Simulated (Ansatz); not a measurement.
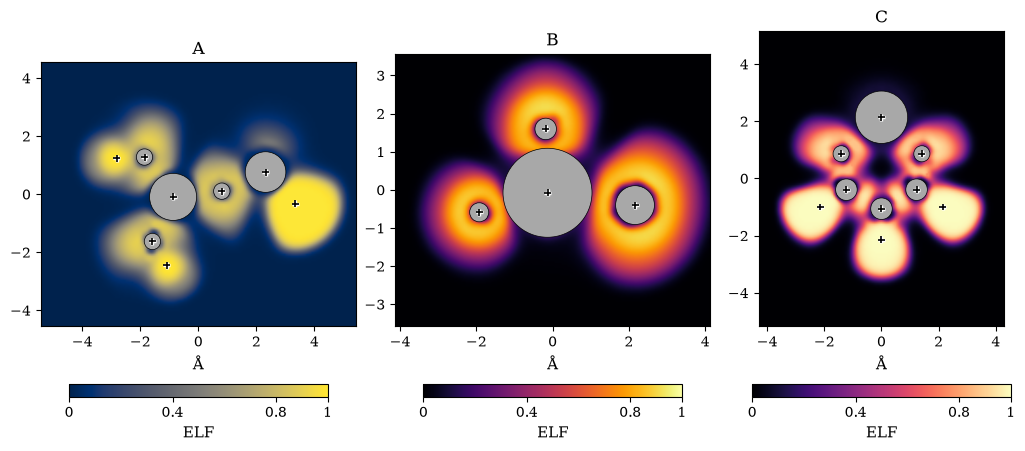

The electron localisation function of 3 systems, each on a plane through atoms (crosses mark nuclei in the plane; grey discs cover the cores).

Level of theory: isolated molecule in a Gaussian basis; Kohn-Sham density functional theory, functional PBE0 in Ansatz.

System 1: C₃H₃F₂GaO₂ (SMILES [F][Ga-]1([F])[O]C=CC=[O+]1), the plane of atoms C1, O7 and Ga6. Geometry: PBE0-D4/def2-SVP.

```yaml
atoms:
  - { symbol: C, position_ang: [1.2130, 0.8351, -1.2329] }
  - { symbol: C, position_ang: [0.8607, 0.7875, 0.1173] }
  - { symbol: C, position_ang: [-0.4632, 0.7318, 0.5572] }
  - { symbol: F, position_ang: [-2.1622, 2.2661, -2.6277] }
  - { symbol: F, position_ang: [-2.0575, -0.7491, -2.7039] }
  - { symbol: Ga, position_ang: [-1.4741, 0.7655, -2.0701] }
  - { symbol: O, position_ang: [0.4227, 0.8348, -2.2260] }
  - { symbol: O, position_ang: [-1.5056, 0.7160, -0.1665] }
  - { symbol: H, position_ang: [2.2849, 0.8781, -1.4908] }
  - { symbol: H, position_ang: [1.6559, 0.7945, 0.8623] }
  - { symbol: H, position_ang: [-0.6504, 0.6972, 1.6441] }
```

System 2: Cl₂FHO₂W, the plane of atoms Cl2, W6 and O4. Geometry: PBE0-D4/def2-SVP; core potentials replace the inner electrons of W.

```xyz
7

Cl   -1.4055    1.3749   -1.5994
Cl    0.4726    1.8951    0.9330
F    -0.4338   -1.3093   -1.4411
O    -1.4683   -0.4916    1.0239
O     1.3093   -0.7989    0.3236
W    -0.3319   -0.0125   -0.1082
H     1.8582   -0.7096    1.1115
```

System 3: AlH₅O₃Si, the plane of atoms O4, Si5 and H9. Geometry: PBE0-D4/def2-SVP.

```yaml
atoms:
  - { symbol: Al, position_ang: [1.6787, 0.1440, -0.0277] }
  - { symbol: O, position_ang: [1.7444, 0.7211, -1.6187] }
  - { symbol: O, position_ang: [2.8880, 0.5853, 1.0698] }
  - { symbol: O, position_ang: [0.4303, -0.8673, 0.4937] }
  - { symbol: Si, position_ang: [-0.5378, -1.8251, 1.4163] }
  - { symbol: H, position_ang: [1.1019, 0.5188, -2.2997] }
  - { symbol: H, position_ang: [3.6238, 1.1544, 0.8398] }
  - { symbol: H, position_ang: [-1.1417, -1.0430, 2.5384] }
  - { symbol: H, position_ang: [-1.6436, -2.3792, 0.5770] }
  - { symbol: H, position_ang: [0.2372, -2.9669, 1.9919] }
```

**Match each panel to its system.**

Panel A is system 3, AlH₅O₃Si: the plane holds Al, O, Si and H. Si–O (1.64 Å): the ELF peaks at about 0.85 between the atoms: a shared but strongly polarised pair. Panel B is system 2, Cl₂FHO₂W: the plane holds Cl, F, O and W. W–O (1.67 Å): the ELF peaks at about 0.75 in the valence shell of O, 0.5 Å from its nucleus, and drops to about 0.40 between the two atoms. Panel C is system 1, C₃H₃F₂GaO₂: the plane holds C, Ga, O and H. C–O (1.27 Å): the ELF peaks at about 0.90 between the atoms: a short, strongly polar bond.
